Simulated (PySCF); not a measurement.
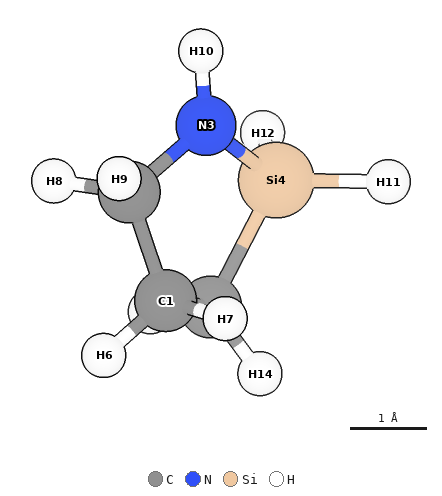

The input geometry of run 1 (ball-and-stick view, seen at a tilt; atoms are numbered from 1 in the order of the input). Bond lengths as drawn: C–C 1.53 to 1.54 Å, C–H 1.10 to 1.11 Å, C–N 1.45 Å, C–Si 1.89 Å, H–N 1.01 Å, H–Si 1.50 Å and N–Si 1.74 Å.

# Two runs on C3H9NSi

System: C3H9NSi, SMILES C1CN[SiH2]C1.
Method of run 1: GIAO HF/pcSseg-1 NMR shielding, non-relativistic, gas phase (PySCF 2.14.0).

The geometry comes from this level: PBE0-D3(BJ)/def2-SVP. Text and figures count atoms from 1; the logs count them from 0 in places.

**Input file, run 1**
```
{"job": {"kind": "nmr", "xc": "HF", "basis": "pcSseg-1", "pop": false}, "charge": 0, "multiplicity": 1}
C     -0.545885    -1.079377     0.344567
C     -1.329614     0.154497    -0.107761
N     -0.448775     1.293788     0.073851
Si     1.238378     0.892315     0.015988
C      0.899551    -0.959532    -0.162555
H     -1.034531    -2.005902     0.002478
H     -0.540773    -1.104534     1.447419
H     -1.648977     0.027522    -1.164156
H     -2.252694     0.261477     0.488897
H     -0.861901     2.212000    -0.011705
H      1.996580     1.279744     1.251127
H      1.994749     1.475802    -1.141569
H      0.963566    -1.224516    -1.231968
H      1.593817    -1.618310     0.379201
```

The first line tells a small driver script what to run in PySCF; the rest is the geometry in Å.

Command:
```bash
OMP_NUM_THREADS=1 python <driver script> task.json out
```

Hardware: 1 CPU thread, shared host.

**Output (run 1)**
```
final grid: 104896 points
cycle   1  E = -462.1378217233  dE =  8.281e-01  |g| = 3.922e-01  |ddm| = 3.169e+00
cycle   2  E = -462.1899571051  dE = -5.214e-02  |g| = 1.271e-01  |ddm| = 4.493e-01
cycle   3  E = -462.1944593728  dE = -4.502e-03  |g| = 5.558e-02  |ddm| = 1.542e-01
cycle   4  E = -462.1952807246  dE = -8.214e-04  |g| = 6.933e-03  |ddm| = 5.752e-02
cycle   5  E = -462.1952970693  dE = -1.634e-05  |g| = 2.236e-03  |ddm| = 1.082e-02
cycle   6  E = -462.1952990624  dE = -1.993e-06  |g| = 6.791e-04  |ddm| = 4.009e-03
cycle   7  E = -462.1952992770  dE = -2.146e-07  |g| = 1.798e-04  |ddm| = 1.232e-03
cycle   8  E = -462.1952993027  dE = -2.569e-08  |g| = 5.356e-05  |ddm| = 5.398e-04
cycle   9  E = -462.1952993047  dE = -1.997e-09  |g| = 1.840e-05  |ddm| = 1.423e-04
cycle  10  E = -462.1952993049  dE = -1.976e-10  |g| = 4.915e-06  |ddm| = 4.336e-05
converged SCF energy = -462.1952993049

GIAO shielding tensors (ppm)
atom      isotropic    diamagn.    paramagn.     s11        s22        s33       span
  0 C      165.641     245.128     -79.487    151.642    166.658    178.622     26.980
  1 C      148.980     239.491     -90.510    131.587    145.701    169.653     38.066
  2 N      257.587     325.178     -67.590    212.126    244.010    316.627    104.501
  3 Si     418.749     874.811    -456.063    388.708    403.126    464.412     75.704
  4 C      185.053     251.935     -66.882    173.153    181.474    200.531     27.378
  5 H       29.957      29.823       0.134     24.799     27.435     37.637     12.838
  6 H       30.295      30.562      -0.267     25.275     27.945     37.663     12.388
  7 H       29.163      29.654      -0.492     23.902     27.106     36.480     12.579
  8 H       28.825      29.027      -0.202     23.681     26.892     35.902     12.221
  9 H       31.808      31.798       0.010     21.934     28.223     45.268     23.334
 10 H       27.379      28.517      -1.138     23.953     24.692     33.491      9.538
 11 H       27.374      28.489      -1.116     24.131     24.699     33.291      9.160
 12 H       31.132      30.942       0.191     26.697     27.631     39.068     12.371
 13 H       30.997      30.130       0.867     26.108     27.586     39.297     13.190
```

Run 2 used a changed input.

**The two runs side by side**

```tsv
quantity	run 1	run 2
outcome	converged	converged
total energy (hartree)	−462.195299	−461.239513
HOMO (eV)	−9.81	−5.18
LUMO (eV)	4.08	−0.13
dipole moment (D)	0.88	1.04
shielding of C1 (ppm)	165.6	150.4
shielding of C2 (ppm)	149.0	129.3
shielding of N3 (ppm)	257.6	238.7
shielding of Si4 (ppm)	418.7	341.5
shielding of C5 (ppm)	185.1	170.3
shielding of H11 (ppm)	27.4	25.5
shielding of H12 (ppm)	27.4	25.5
SCF iterations	10	13
basis functions	137	137
wall time (shared host)	4.6 s	12 s
```

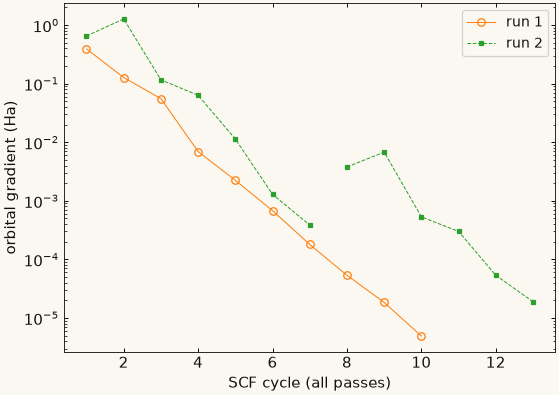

Convergence of the two runs: orbital gradient against the SCF cycle. A break in a curve parts two SCF passes (coarse and final grid). Run 1 takes 10 cycles in all, and run 2 takes 13.

Which change of the input explains these differences?

The change (lines with − go, lines with + come):
```diff
-"xc": "HF"
+"xc": "LDA"
```

The total energies belong to different methods, so their difference says nothing on which is more stable or more accurate. The HOMO goes from −9.81 to −5.18 eV. The LUMO goes from 4.08 to −0.13 eV. The dipole moment goes from 0.88 to 1.04 D. Of all shieldings, the largest change is that of Si4, by −77.3 ppm. The method changes from HF to LDA. Exact exchange removes part of the self-interaction error of semilocal functionals, which pushes filled and empty levels apart. The SCF takes 13 iterations against 10.

**Output (run 2)**
```
coarse grid: 11528 points
cycle   1  E = -461.0896766029  dE =  3.130e-01  |g| = 6.491e-01  |ddm| = 3.314e+00
cycle   2  E = -460.7871621469  dE =  3.025e-01  |g| = 1.274e+00  |ddm| = 2.124e+00
cycle   3  E = -461.1927939679  dE = -4.056e-01  |g| = 1.164e-01  |ddm| = 1.659e+00
cycle   4  E = -461.1952769245  dE = -2.483e-03  |g| = 6.324e-02  |ddm| = 1.931e-01
cycle   5  E = -461.1961628291  dE = -8.859e-04  |g| = 1.133e-02  |ddm| = 7.001e-02
cycle   6  E = -461.1961958180  dE = -3.299e-05  |g| = 1.289e-03  |ddm| = 1.393e-02
cycle   7  E = -461.1961962109  dE = -3.929e-07  |g| = 3.850e-04  |ddm| = 1.908e-03
final grid: 104896 points
cycle   8  E = -461.2395089911  dE = -3.256e-05  |g| = 3.776e-03  |ddm| = 2.057e-02
cycle   9  E = -461.2395010102  dE =  7.981e-06  |g| = 6.782e-03  |ddm| = 9.540e-03
cycle  10  E = -461.2395126879  dE = -1.168e-05  |g| = 5.317e-04  |ddm| = 6.632e-03
cycle  11  E = -461.2395127360  dE = -4.818e-08  |g| = 2.998e-04  |ddm| = 8.301e-04
cycle  12  E = -461.2395127536  dE = -1.758e-08  |g| = 5.342e-05  |ddm| = 3.021e-04
cycle  13  E = -461.2395127543  dE = -6.443e-10  |g| = 1.890e-05  |ddm| = 8.121e-05
converged SCF energy = -461.2395127543

GIAO shielding tensors (ppm)
atom      isotropic    diamagn.    paramagn.     s11        s22        s33       span
  0 C      150.449     248.280     -97.831    131.075    153.781    166.490     35.416
  1 C      129.314     244.589    -115.274    106.149    124.067    157.727     51.577
  2 N      238.702     320.974     -82.272    183.546    219.751    312.808    129.262
  3 Si     341.451     880.294    -538.843    295.457    318.267    410.629    115.172
  4 C      170.258     251.678     -81.420    154.820    163.538    192.416     37.596
  5 H       28.806      29.051      -0.245     23.935     26.658     35.824     11.889
  6 H       29.083      29.945      -0.861     23.961     27.065     36.224     12.263
  7 H       27.707      29.113      -1.406     22.327     25.897     34.898     12.571
  8 H       27.474      28.292      -0.818     22.607     25.960     33.856     11.248
  9 H       30.897      30.575       0.322     21.178     28.205     43.310     22.132
 10 H       25.491      27.800      -2.309     21.802     22.937     31.734      9.931
 11 H       25.498      27.735      -2.237     22.006     23.141     31.348      9.342
 12 H       29.821      29.956      -0.136     25.336     26.873     37.254     11.918
 13 H       29.699      29.133       0.566     25.177     26.684     37.236     12.058
```
